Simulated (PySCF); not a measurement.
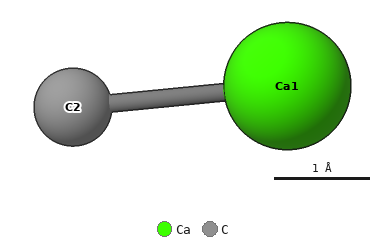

Figure 1. The structure (ball-and-stick view, seen at a tilt; atoms are numbered from 1 in the order of the input). Sticks mark near contacts. Bond lengths as drawn: C–Ca 2.30 Å.

## CCa: single-point calculation

CCa, multiplicity 3, computed with UHF/cc-pcvdz, cisd (PySCF 2.14.0).

Log:
```
PySCF version 2.14.0

[INPUT] verbose = 4
[INPUT] num. atoms = 2
[INPUT] num. electrons = 26
[INPUT] charge = 0
[INPUT] spin (= nelec alpha-beta = 2S) = 2
[INPUT] symmetry False subgroup None
[INPUT] Mole.unit = angstrom
[INPUT] Symbol           X                Y                Z      unit          X                Y                Z       unit  Magmom
[INPUT]  1 Ca     0.000000000000   0.000000000000   0.000000000000 AA    0.000000000000   0.000000000000   0.000000000000 Bohr   0.0
[INPUT]  2 C      0.000000000000   0.000000000000   2.300000000000 AA    0.000000000000   0.000000000000   4.346370086500 Bohr   0.0

nuclear repulsion = 27.6092457871304
number of shells = 16
number of NR pGTOs = 111
number of NR cGTOs = 54
basis = cc-pcvdz
ecp = {}

******** <class 'pyscf.scf.uhf.UHF'> ********
method = UHF
initial guess = minao
damping factor = 0
level_shift factor = 0
DIIS = <class 'pyscf.scf.diis.CDIIS'>
diis_start_cycle = 1
diis_space = 8
diis_damp = 0
SCF conv_tol = 1e-09
SCF conv_tol_grad = None
SCF max_cycles = 50
direct_scf = True
direct_scf_tol = 1e-13
number electrons alpha = 14  beta = 12
Set gradient conv threshold to 3.16228e-05
init E= -714.193330778119
  alpha nocc = 14  HOMO = -0.0986533172273867  LUMO = -0.0680968130584958
  beta  nocc = 12  HOMO = -0.177669409287638  LUMO = -0.098653317227406

WARN: HOMO -0.0986533172273867 >= LUMO -0.098653317227406

cycle= 1 E= -714.379114397477  delta_E= -0.186  |g|= 0.181  |ddm|= 0.905
  alpha nocc = 14  HOMO = -0.254161674927925  LUMO = 0.010198574103993
  beta  nocc = 12  HOMO = -0.2224082108646  LUMO = -0.0316716864490907
  HOMO = -0.222408210865  LUMO = -0.0316716864491  gap/eV = 5.19021
cycle= 2 E= -714.403432118272  delta_E= -0.0243  |g|= 0.175  |ddm|= 0.418
  alpha nocc = 14  HOMO = -0.220271306413931  LUMO = 0.0235166913689871
  beta  nocc = 12  HOMO = -0.190804747545823  LUMO = 0.00542158415719871
  HOMO = -0.190804747546  LUMO = 0.0054215841572  gap/eV = 5.33959
cycle= 3 E= -714.428679284272  delta_E= -0.0252  |g|= 0.047  |ddm|= 0.195
  alpha nocc = 14  HOMO = -0.229804817809157  LUMO = 0.0237590066681753
  beta  nocc = 12  HOMO = -0.185235843560406  LUMO = 0.0231261372587174
  HOMO = -0.18523584356  LUMO = 0.0231261372587  gap/eV = 5.66982
cycle= 4 E= -714.443192799686  delta_E= -0.0145  |g|= 0.0533  |ddm|= 0.159
  alpha nocc = 14  HOMO = -0.231788887366548  LUMO = 0.0257131982250533
  beta  nocc = 12  HOMO = -0.185000155417136  LUMO = 0.022747912924843
  HOMO = -0.185000155417  LUMO = 0.0227479129248  gap/eV = 5.65311
cycle= 5 E= -714.445526860479  delta_E= -0.00233  |g|= 0.0553  |ddm|= 0.0218
  alpha nocc = 14  HOMO = -0.216630639561345  LUMO = 0.0290890581018357
  beta  nocc = 12  HOMO = -0.215942695697674  LUMO = 0.0112411202996699
  HOMO = -0.215942695698  LUMO = 0.0112411202997  gap/eV = 6.18199
cycle= 6 E= -714.424814012076  delta_E= 0.0207  |g|= 0.0175  |ddm|= 0.409
  alpha nocc = 14  HOMO = -0.201045796896686  LUMO = 0.0277627631161279
  beta  nocc = 12  HOMO = -0.193225057830233  LUMO = -0.000560330391955688
  HOMO = -0.19322505783  LUMO = -0.000560330391956  gap/eV = 5.24267
cycle= 7 E= -714.425109015152  delta_E= -0.000295  |g|= 0.00759  |ddm|= 0.0586
  alpha nocc = 14  HOMO = -0.200949548691881  LUMO = 0.0268705802440676
  beta  nocc = 12  HOMO = -0.190798685033414  LUMO = 0.000336325355636546
  HOMO = -0.190798685033  LUMO = 0.000336325355637  gap/eV = 5.20105
cycle= 8 E= -714.425381707368  delta_E= -0.000273  |g|= 0.00617  |ddm|= 0.0464
  alpha nocc = 14  HOMO = -0.202044684603027  LUMO = 0.0271322894550382
  beta  nocc = 12  HOMO = -0.192951254719954  LUMO = 0.000483839124370888
  HOMO = -0.19295125472  LUMO = 0.000483839124371  gap/eV = 5.26364
cycle= 9 E= -714.425306842512  delta_E= 7.49e-05  |g|= 0.00255  |ddm|= 0.0177
  alpha nocc = 14  HOMO = -0.202340963156757  LUMO = 0.0274359647077959
  beta  nocc = 12  HOMO = -0.194739526967773  LUMO = 0.000815926608019879
  HOMO = -0.194739526968  LUMO = 0.00081592660802  gap/eV = 5.32133
cycle= 10 E= -714.42529560533  delta_E= 1.12e-05  |g|= 0.00065  |ddm|= 0.0164
  alpha nocc = 14  HOMO = -0.202039222339003  LUMO = 0.0274060471132707
  beta  nocc = 12  HOMO = -0.194411961743263  LUMO = 0.000732266374669166
  HOMO = -0.194411961743  LUMO = 0.000732266374669  gap/eV = 5.31014
cycle= 11 E= -714.425296194643  delta_E= -5.89e-07  |g|= 0.000377  |ddm|= 0.00355
  alpha nocc = 14  HOMO = -0.202087457626643  LUMO = 0.0274089311094338
  beta  nocc = 12  HOMO = -0.194394004861216  LUMO = 0.000755777521831646
  HOMO = -0.194394004861  LUMO = 0.000755777521832  gap/eV = 5.31030
cycle= 12 E= -714.425297087673  delta_E= -8.93e-07  |g|= 0.00014  |ddm|= 0.00286
  alpha nocc = 14  HOMO = -0.202124268970547  LUMO = 0.0274186939223118
  beta  nocc = 12  HOMO = -0.194490933238328  LUMO = 0.000762831706605738
  HOMO = -0.194490933238  LUMO = 0.000762831706606  gap/eV = 5.31313
cycle= 13 E= -714.425297147679  delta_E= -6e-08  |g|= 4.54e-05  |ddm|= 0.00101
  alpha nocc = 14  HOMO = -0.202104842209906  LUMO = 0.0274200007801078
  beta  nocc = 12  HOMO = -0.194470269485809  LUMO = 0.000746207617964956
  HOMO = -0.194470269486  LUMO = 0.000746207617965  gap/eV = 5.31211
cycle= 14 E= -714.425297160584  delta_E= -1.29e-08  |g|= 2.46e-05  |ddm|= 0.000332
  alpha nocc = 14  HOMO = -0.202107346681611  LUMO = 0.0274215827658236
  beta  nocc = 12  HOMO = -0.194468029720731  LUMO = 0.00073727945412827
  HOMO = -0.194468029721  LUMO = 0.000737279454128  gap/eV = 5.31181
cycle= 15 E= -714.425297164397  delta_E= -3.81e-09  |g|= 1.9e-05  |ddm|= 0.00013
  alpha nocc = 14  HOMO = -0.202110239453123  LUMO = 0.0274237993478636
  beta  nocc = 12  HOMO = -0.19446408830995  LUMO = 0.00072772014678435
  HOMO = -0.19446408831  LUMO = 0.000727720146784  gap/eV = 5.31144
cycle= 16 E= -714.425297168349  delta_E= -3.95e-09  |g|= 9.35e-06  |ddm|= 0.000186
  alpha nocc = 14  HOMO = -0.202110826067781  LUMO = 0.0274256432270034
  beta  nocc = 12  HOMO = -0.194463401592309  LUMO = 0.000724421187669577
  HOMO = -0.194463401592  LUMO = 0.00072442118767  gap/eV = 5.31133
cycle= 17 E= -714.425297169225  delta_E= -8.76e-10  |g|= 3.6e-06  |ddm|= 9.5e-05
  alpha nocc = 14  HOMO = -0.202110234686501  LUMO = 0.0274257491920252
  beta  nocc = 12  HOMO = -0.194463611734097  LUMO = 0.000724371757765851
  HOMO = -0.194463611734  LUMO = 0.000724371757766  gap/eV = 5.31134
```

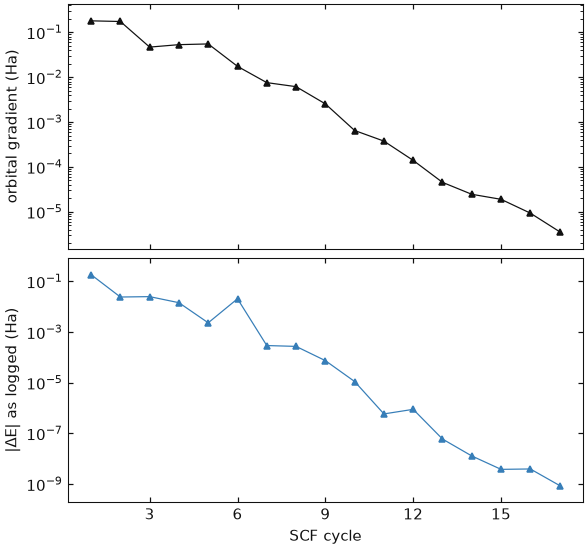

Figure 2. Convergence of the self-consistent field: orbital gradient and size of the energy change against the SCF cycle. The residual falls almost steadily, with no more than small rises.

```
Extra cycle  E= -714.425297169279  delta_E= -5.48e-11  |g|= 2.97e-06  |ddm|= 1.19e-05
converged SCF energy = -714.425297169279  <S^2> = 2.0286841  2S+1 = 3.0190622

******** <class 'pyscf.ci.ucisd.UCISD'> ********
CISD nocc = (np.int64(14), np.int64(12)), nmo = (54, 54)
max_cycle = 50
direct = 0
conv_tol = 1e-09
max_cycle = 50
max_space = 12
lindep = 0
nroots = 1
Init t2, MP2 energy = -0.364036324922809
UCISD converged
E(UCISD) = -714.7778104225266  E_corr = -0.3525132532471419
Dipole moment(X, Y, Z, Debye): -0.00000, -0.00000, -3.46481
orbital energies (hartree): [array([-0.3705, -0.3705, -0.2021,  0.0008,  0.0292,  0.0292]), array([-1.3332e+00, -5.7400e-01, -1.9450e-01,  7.0000e-04,  2.7400e-02,
        2.7400e-02])]
```

The run was set up as follows.

Input:
```python
from pyscf import gto, scf, ci

mol = gto.M(
    atom='Ca 0 0 0; C 0 0 2.3',
    basis='cc-pcvdz',
    charge=0,
    spin=2,
    verbose=4,
)
mf = scf.UHF(mol)
mf.kernel()
ci.CISD(mf).kernel()
mf.dip_moment()
print('orbital energies (hartree):', [e[max(0, n-3):n+3].round(4) for e, n in zip(mf.mo_energy, mol.nelec)])
```

Run as:
```bash
OMP_NUM_THREADS=1 python input.py
```

Key numbers:

```csv
quantity,value
outcome,converged
SCF energy,−714.425297 hartree
⟨S²⟩,2.029
dipole moment,3.46 D
hardware,"1 CPU thread, shared host"
wall time,13 s
```
